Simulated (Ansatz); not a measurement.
# BFH3NO: short molecular-dynamics run in Python

How does BFH3NO move over a short run? A script is to give a short molecular-dynamics run; the system is BFH3NO.

Computed with Ansatz 0.2.0 through its Python package. Level of theory: B3LYP/def2-SVP.

### 1 The structure

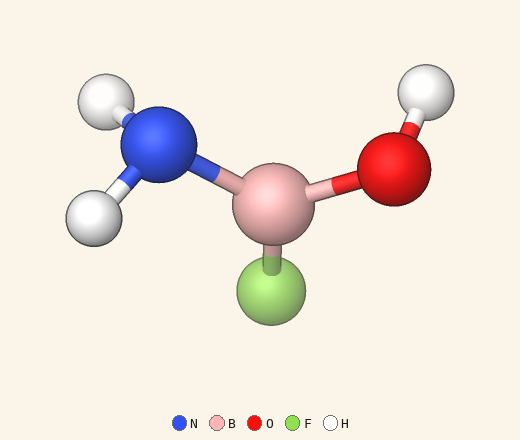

The structure that the script starts from, seen from a chosen angle (nitrogen blue, boron pink, oxygen red, fluorine green, hydrogen white).

Input file bfh3no.xyz:

```xyz
7

N    -0.41870    0.95560    0.19190
B    -0.01010   -0.44260    0.02030
O     1.14240   -0.90890    0.72400
F    -0.66770   -1.33560   -0.83450
H    -0.48730    1.41390   -0.79350
H    -1.45280    0.98530    0.52360
H     1.95540   -0.73570    0.12250
```

### 2 The code

The input, md.py:

```python
"""A short Born-Oppenheimer trajectory of BFH3NO."""

import ansatz as az
import numpy as np

molecule = az.Crystal.molecule_from_extxyz("bfh3no.xyz")

calculation = (
    molecule.calculation()
    .basis(gaussian="def2-SVP")
    .functional("b3lyp")
)
symbols = [site.symbol for site in molecule.cartesian_sites]
start = np.array([site.position_ang for site in molecule.cartesian_sites], dtype=float)
rep = calculation.relax(force_tolerance=0.02).run(threads=1, backend="cpu").report
end = np.array(rep["positions_ang"])
minimum = az.Crystal.molecule()
for symbol, place in zip(symbols, end):
    minimum = minimum.atom(symbol, place.tolist())

# dynamics from the relaxed geometry
calculation = (
    minimum.calculation()
    .basis(gaussian="def2-SVP")
    .functional("b3lyp")
    .md("nve", timestep=0.5, steps=40, temperature=500, initial_velocities="maxwell_boltzmann", seed=77)
)
frames = []
out = calculation.session().plan().execute(on_event=lambda e: frames.append(e["data"]) if e["event"] == "md_step" else None)
print("t (fs)   E_pot (eV)      E_kin (eV)   T (K)   d(0-1) (A)")
for f in frames[::2]:
    xyz = np.array(f["positions_ang"])
    print(f"{f['time_fs']:6.2f} {f['lagrangian_ev']:14.5f} {f['e_kin_ev']:10.5f} {f['temperature_k']:8.1f} {np.linalg.norm(xyz[0] - xyz[1]):9.4f}")
kept = np.array([f["conserved_ev"] for f in frames])
print(f"conserved energy moves by at most {1000 * np.ptp(kept):.3f} meV")
```

### 3 What the engine is handed

The package turns the script's settings into the engine's input (first run):

```yaml
crystal:
  periodic: [false, false, false]
  atoms:
    - { symbol: "N", position_ang: [-0.4187, 0.9556, 0.1919] }
    - { symbol: B, position_ang: [-0.0101, -0.4426, 0.0203] }
    - { symbol: O, position_ang: [1.1424, -0.9089, 0.724] }
    - { symbol: F, position_ang: [-0.6677, -1.3356, -0.8345] }
    - { symbol: H, position_ang: [-0.4873, 1.4139, -0.7935] }
    - { symbol: H, position_ang: [-1.4528, 0.9853, 0.5236] }
    - { symbol: H, position_ang: [1.9554, -0.7357, 0.1225] }
basis:
  gaussian:
    orbitals: def2-SVP
hamiltonian:
  xc: b3lyp
relax:
  f_tol: 0.02
```

### 4 Running it

Started as:

```
> python md.py
```

The log of the run:

```text
t (fs)   E_pot (eV)      E_kin (eV)   T (K)   d(0-1) (A)
  0.00    -6978.18884    0.32315    500.0    1.4119
  1.00    -6978.15768    0.29265    452.8    1.4135
  2.00    -6978.10504    0.24111    373.1    1.4144
  3.00    -6978.08921    0.22477    347.8    1.4146
  4.00    -6978.08505    0.21976    340.0    1.4142
  5.00    -6978.04559    0.18069    279.6    1.4141
  6.00    -6977.98971    0.12571    194.5    1.4149
  7.00    -6977.96801    0.10426    161.3    1.4173
  8.00    -6977.99421    0.12974    200.7    1.4211
  9.00    -6978.02734    0.16204    250.7    1.4260
 10.00    -6978.02239    0.15739    243.5    1.4313
 11.00    -6977.99825    0.13425    207.7    1.4360
 12.00    -6978.00726    0.14293    221.2    1.4396
 13.00    -6978.03261    0.16731    258.9    1.4417
 14.00    -6978.02076    0.15561    240.8    1.4428
 15.00    -6977.97725    0.11300    174.8    1.4435
 16.00    -6977.95131    0.08745    135.3    1.4442
 17.00    -6977.96598    0.10160    157.2    1.4449
 18.00    -6977.99185    0.12670    196.0    1.4452
 19.00    -6977.98693    0.12192    188.6    1.4443
 20.00    -6977.96310    0.09910    153.3    1.4415
conserved energy moves by at most 1.937 meV
```

Run time: 5.2 min. Hardware: 1 thread of AMD EPYC (Zen 3), shared host; peak memory 0.23 GiB.

### 5 Inputs of later runs

The engine's inputs for the other runs:

Run 2, against run 1:

```diff
@@ -4,7 +4,7 @@
-    - { symbol: "N", position_ang: [-0.4187, 0.9556, 0.1919] }
-    - { symbol: B, position_ang: [-0.0101, -0.4426, 0.0203] }
-    - { symbol: O, position_ang: [1.1424, -0.9089, 0.724] }
-    - { symbol: F, position_ang: [-0.6677, -1.3356, -0.8345] }
-    - { symbol: H, position_ang: [-0.4873, 1.4139, -0.7935] }
-    - { symbol: H, position_ang: [-1.4528, 0.9853, 0.5236] }
-    - { symbol: H, position_ang: [1.9554, -0.7357, 0.1225] }
+    - { symbol: "N", position_ang: [-0.5290590893282556, 0.7544607978281725, -0.03192847164090746] }
+    - { symbol: B, position_ang: [0.03841119937244366, -0.5123399551583683, -0.2902777975221871] }
+    - { symbol: O, position_ang: [1.1061580487851117, -1.049857388373261, 0.3677572787461245] }
+    - { symbol: F, position_ang: [-0.5015166201321009, -1.2669059942696266, -1.2592666376822264] }
+    - { symbol: H, position_ang: [-1.323013758059298, 1.091822000242034, -0.5613447822698503] }
+    - { symbol: H, position_ang: [-0.20452368742168228, 1.4003278119975677, 0.6745024459076449] }
+    - { symbol: H, position_ang: [1.4747439067837818, -0.4855072722665186, 1.0548579644614016] }
@@ -16,2 +16,7 @@
-relax:
-  f_tol: 0.02
+md:
+  timestep: 0.5
+  n_steps: 40
+  ensemble: nve
+  temperature: 500.0
+  initial_velocities: maxwell_boltzmann
+  seed: 77
```

Lines on the test bed's own set-up are left out of the output.

### 6 The engine's runs

The 2 runs, in the order started:

```tsv
run	kind of run	energy from run 1 (eV)	SCF cycles in all	CPU time (s)
1	relaxation	0.0000	105	65
2	dynamics	0.2257	262	170
```

### 7 How the relaxation of run 1 went

Relaxation path:

```csv
step,energy from step 1 (eV),largest force component (eV/Å)
1,0.0000,2.7748
2,-0.2801,1.8975
3,-0.4196,0.7032
4,-0.5454,0.3303
5,-0.6584,0.4644
6,-0.8854,0.7405
7,-1.0145,1.9434
8,-1.2683,0.7370
9,-1.4109,0.4287
10,-1.4682,0.2281
11,-1.4922,0.0499
12,-1.4927,0.0160
```

Step 1 is the start.

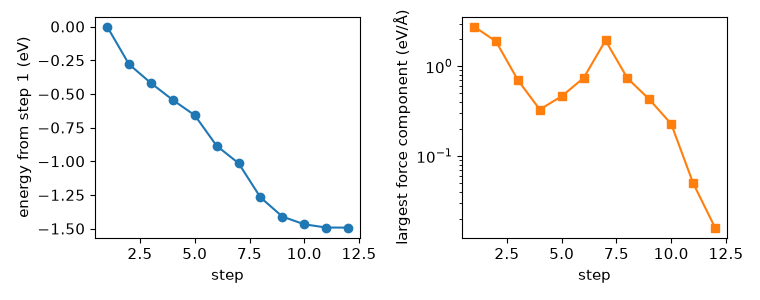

Energy and largest force along the relaxation.

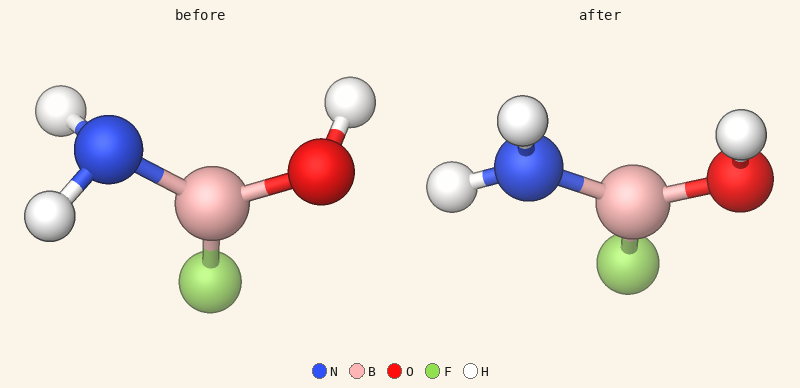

The structure before (left) and after (right) the relaxation, drawn at the same scale.

Before: Bond lengths: N1–B2 1.467 Å, B2–O3 1.429 Å, B2–F4 1.400 Å, N1–H5 1.089 Å, N1–H6 1.086 Å, O3–H7 1.026 Å. Angles: N1–B2–O3 118.6°, N1–B2–F4 123.3°, O3–B2–F4 118.1°, B2–N1–H5 108.2°, B2–N1–H6 109.1°, H5–N1–H6 101.8°, B2–O3–H7 107.2°.

After: Bond lengths: N1–B2 1.412 Å, B2–O3 1.365 Å, B2–F4 1.342 Å, N1–H5 1.012 Å, N1–H6 1.011 Å, O3–H7 0.963 Å. Angles: N1–B2–O3 125.4°, N1–B2–F4 118.4°, O3–B2–F4 116.2°, B2–N1–H5 121.2°, B2–N1–H6 124.9°, H5–N1–H6 113.9°, B2–O3–H7 114.4°.

### 8 What the atoms did

One row in 2:

```tsv
time (fs)	T (K)	change of potential energy (meV/atom)	change of conserved energy (meV/atom)	mean square move (Å²)
0.0	500	0.0	0.00	0.0000
1.0	453	4.5	0.10	0.0003
2.0	373	12.0	0.25	0.0009
3.0	348	14.2	0.18	0.0016
4.0	340	14.8	0.06	0.0025
5.0	280	20.5	0.11	0.0037
6.0	195	28.4	0.24	0.0049
7.0	161	31.5	0.28	0.0058
8.0	201	27.8	0.17	0.0062
9.0	251	23.1	0.06	0.0065
10.0	244	23.8	0.10	0.0073
11.0	208	27.2	0.24	0.0086
12.0	221	25.9	0.19	0.0105
13.0	259	22.3	0.05	0.0130
14.0	241	24.0	0.08	0.0162
15.0	175	30.2	0.21	0.0195
16.0	135	33.9	0.26	0.0224
17.0	157	31.8	0.19	0.0245
18.0	196	28.1	0.08	0.0260
19.0	189	28.8	0.10	0.0273
20.0	153	32.2	0.24	0.0284
```

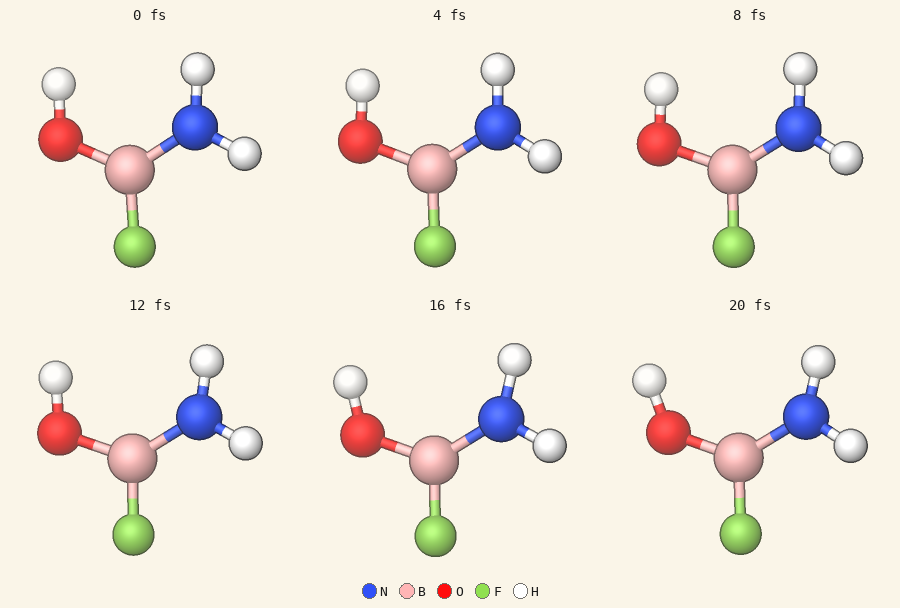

Six frames of the run. Sticks are drawn by distance alone, so a stretched bond can lose its stick.

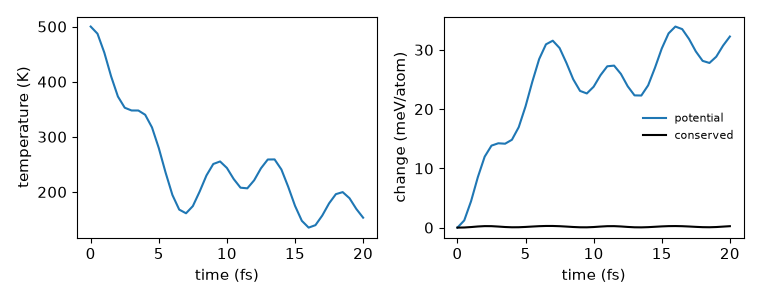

Temperature and energies against time.

Positions (Å) and forces (eV/Å) at 20.0 fs:

```xyz
7

N    -0.564    0.798   -0.044    0.488   -2.155   -1.081
B     0.029   -0.499   -0.253   -0.209    1.198   -0.066
O     1.088   -1.090    0.324    1.175   -0.151    1.083
F    -0.459   -1.266   -1.223   -0.783   -0.072   -0.649
H    -1.258    1.128   -0.680   -0.580    0.009   -0.549
H    -0.444    1.429    0.689    0.607    1.030    1.581
H     1.716   -0.679    0.939   -0.698    0.142   -0.318
```

### 9 Outcome

| quantity | value |
| --- | --- |
| runs compared | 2 |
| moves of the relaxation of run 1 | 11 |
| energy gained in run 1 | 1.493 eV |
| last largest force component of run 1 | 0.0160 eV/Å |
| length of the run | 40 steps, 20 fs |
| mean temperature, second half | 198 K |
| farthest move | 0.33 Å |
| largest change of the conserved energy | 0.28 meV/atom |

Run 1: After 11 moves the largest shift is 1.324 Å, of atom 6 (H). So large a move can change the bonding: the results belong to the relaxed structure. The temperature swings between 135 and 500 K, with a mean of 198 K in the second half; from a start near a minimum about half of the kinetic energy passes into potential energy. The conserved energy stays within 0.28 meV/atom, so the time step holds. 20 fs show the first vibrations only, not equilibrium. Caveats:
- The trajectory is only some femtoseconds long, and gives no averages; where the script doesn't relax first, it starts from a rough generated geometry.
- b3lyp holds the VWN-RPA fit, as in Gaussian; the form of ORCA and Turbomole is b3lyp5.
- The temperature counts the internal degrees of freedom alone.
